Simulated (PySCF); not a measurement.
C4H5BCl2

```yaml
atoms:
  - { symbol: Cl, position_ang: [3.0053, 0.7921, 0.7878] }
  - { symbol: B, position_ang: [1.7522, -0.0789, 0.0696] }
  - { symbol: C, position_ang: [0.2648, 0.1348, 0.5625] }
  - { symbol: C, position_ang: [-0.7911, -0.9697, 0.2434] }
  - { symbol: C, position_ang: [-1.4440, 0.0192, -0.6845] }
  - { symbol: C, position_ang: [-0.5603, 0.9712, -0.4026] }
  - { symbol: Cl, position_ang: [-0.3275, 2.5821, -0.9062] }
  - { symbol: H, position_ang: [2.0015, -0.7979, -0.8235] }
  - { symbol: H, position_ang: [0.1903, 0.5096, 1.5852] }
  - { symbol: H, position_ang: [-0.3894, -1.8582, -0.2384] }
  - { symbol: H, position_ang: [-1.3951, -1.2592, 1.1005] }
  - { symbol: H, position_ang: [-2.3057, -0.0459, -1.3198] }
```

Geometry: GFN2-xTB.

Level of theory: B3LYP/def2-SVPD, SCF density, gas phase in PySCF.

### What can the converged electron density and electron localisation function tell about the bonding?

C–C (1.33 Å): ρ at the midpoint is about 2.3 e/Å³; the ELF peaks at about 0.90 between the atoms; a multiple bond.
C–Cl (1.70 Å): the density is about 1.5 e/Å³ at the midpoint; the ELF peaks at about 0.90 between the atoms: localised, covalent bonding.
C–H (1.07 Å): ρ at the midpoint is about 2 e/Å³; the ELF climbs to about 1 towards the hydrogen, as it does in any bond to H (a covalent bond by its length).
C–C (1.51 Å): ρ is about 1.7 e/Å³ halfway; the ELF peaks at about 0.95 between the atoms (a shared electron pair).

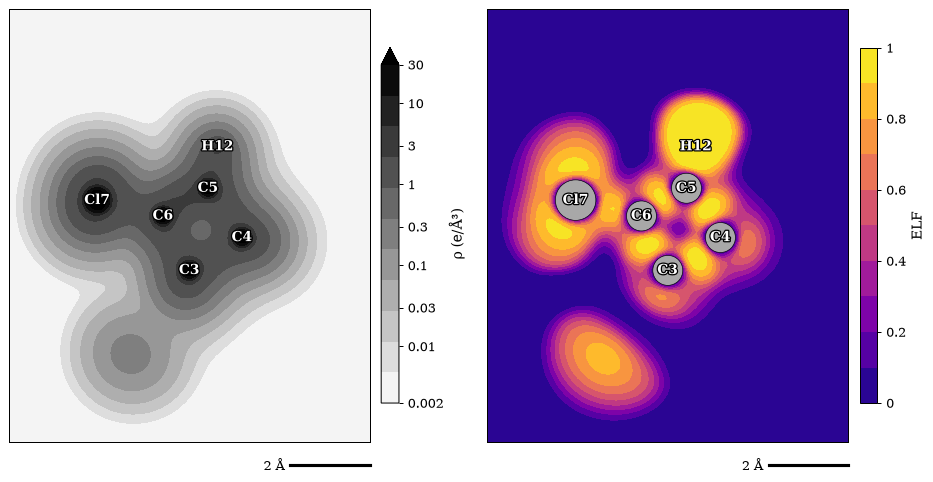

Computed electron density and electron localisation function on the plane of atoms C4, C5 and H12, in this order. Grey discs cover the atomic cores in the ELF map. 
